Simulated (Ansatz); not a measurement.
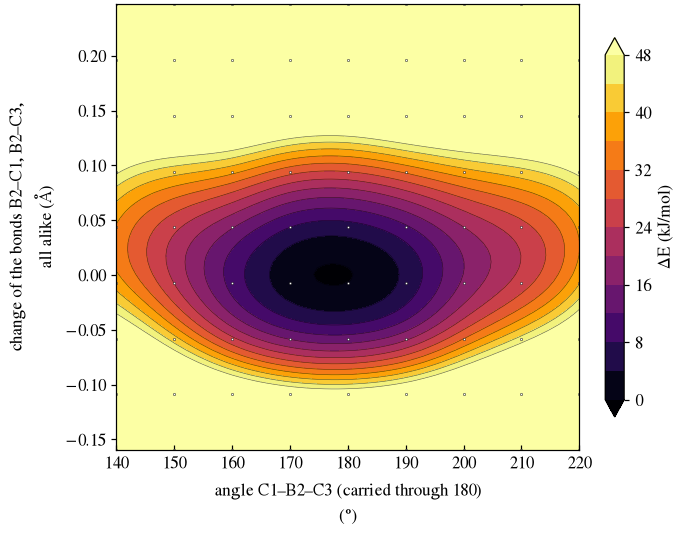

C₂H₃BS, SMILES CB=C=S. 
- First axis: angle C1–B2–C3 (carried through 180). Second axis: change of the bonds B2–C1, B2–C3, all alike.
- Nothing is relaxed (all other coordinates rigid).
- The grid has 9 × 9 points.
- Points are written as (first, second).
- All energies are given in kJ/mol relative to the lowest grid point.
- These are results of Ansatz, RKS r2SCAN-D4/def2-TZVP, not measurements.

In the figure: filled contours, dots at the grid points, one colour for all values above the top of the scale. Between grid points the surface is interpolated.

Q: Where is the minimum, and how stiff is the well along each coordinate?

A: The interpolated minimum is at the first coordinate ≈ 177°, the second coordinate ≈ 0.000 Å. The curvatures there are about 2.2 eV/rad² and 77 eV/Å², with a cross term of about 0.3 eV/(rad·Å). Round the minimum the two coordinates are nearly uncoupled. (1 eV is 96.5 kJ/mol.)
